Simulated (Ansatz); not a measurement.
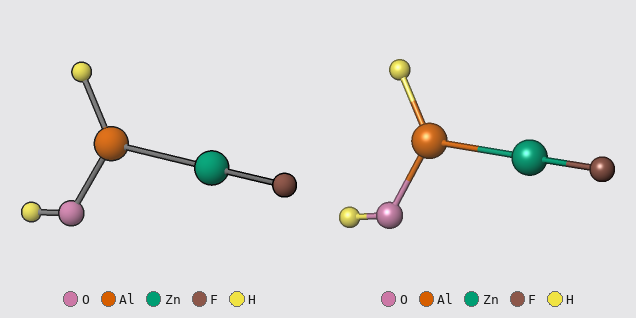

Both panels show the same species.

> What is the molecular formula?

AlFH2OZn, 6 atoms: 1 aluminium, 1 fluorine, 2 hydrogen, 1 oxygen and 1 zinc.

> Which point group does it belong to?

Cs.

> How many sets of symmetry-equivalent atoms are there?

6: 1 O, 1 Al, 1 Zn, 1 F, 1 H, 1 H.

> How many bonds of each kind are drawn?

1 Al–O, 1 Al–Zn, 1 F–Zn, 1 O–H, 1 Al–H.

> What is its SMILES?

[OH][AlH][Zn][F]

The parts below concern this one geometry. Atoms keep their numbers from picture to picture. The geometry was computed by an optimisation with PBE0-D4/def2-TZVP.

**Shape**

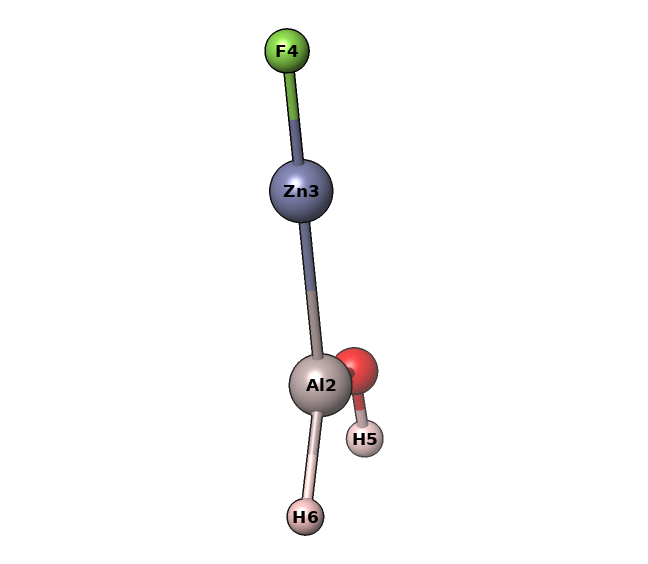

O1 lies behind Al2. The molecule seen a little off the Al2–O1 bond, Al2 in front. Depth is shown by fading: the farther an atom, the more it takes the colour of the background.

> What is the torsion angle Zn3–Al2–O1–H5? The sign is positive where the front bond must turn clockwise to cover the back bond.

180°, antiperiplanar (anti).

**Dipole moment**

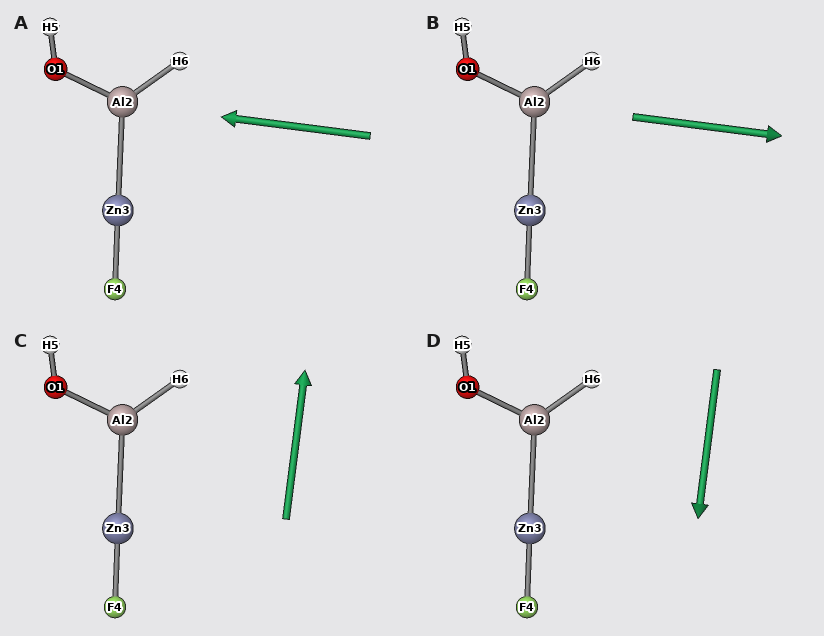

The same molecule four times, each with an arrow. Properties computed with RKS PBE0-D4/def2-TZVP (Ansatz 0.2.0).

> Which arrow points along the dipole moment, from the negative to the positive end?

C. The dipole moment is 3.99 D; it points from the side of F4 to the side of H5 (the outermost atoms at the two ends).

**Levels of theory compared**

Program: Ansatz 0.2.0.

Compare HOMO energy (eV) at these levels: B97M-V/def2-TZVPP; CAM-B3LYP-D4/def2-TZVPP; HSE06 (plane-wave form)-D4/def2-TZVPP; PBE-D4/def2-TZVPP; PBE0-D4/def2-QZVPP; PBE0-D4/def2-SVP; PBE0-D4/def2-TZVPP; r2SCAN-D4/def2-TZVPP; r2SCANh-D4/def2-TZVPP; ωB97M-V/def2-QZVPP.

```tsv
level	HOMO energy (eV)
B97M-V/def2-TZVPP	−6.99
CAM-B3LYP-D4/def2-TZVPP	−9.08
HSE06 (plane-wave form)-D4/def2-TZVPP	−7.38
PBE-D4/def2-TZVPP	−6.74
PBE0-D4/def2-QZVPP	−7.77
PBE0-D4/def2-SVP	−7.51
PBE0-D4/def2-TZVPP	−7.78
r2SCAN-D4/def2-TZVPP	−7.00
r2SCANh-D4/def2-TZVPP	−7.38
ωB97M-V/def2-QZVPP	−9.81
```

**Charges**

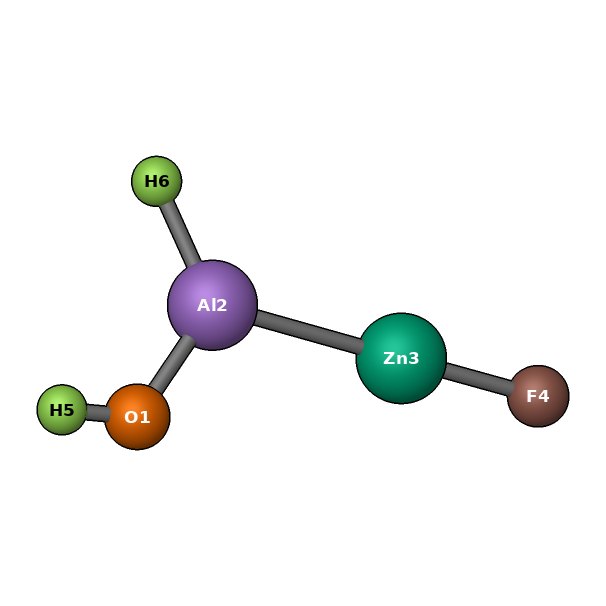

The questions are on Mulliken charges. Method: RKS r2SCAN-D4/def2-TZVPP (Ansatz 0.2.0).

> Which atom carries the highest charge (most positive or least negative)?

Al2 (0.54 e).

> And the lowest?

F4 (−0.51 e).

Give the Mulliken charges atom by atom.

```
atom  value (e)
  O1      −0.43
 Al2       0.54
 Zn3       0.37
  F4      −0.51
  H5       0.19
  H6      −0.16
```

Mulliken values depend strongly on the basis set and can even reverse the polarity of a bond.
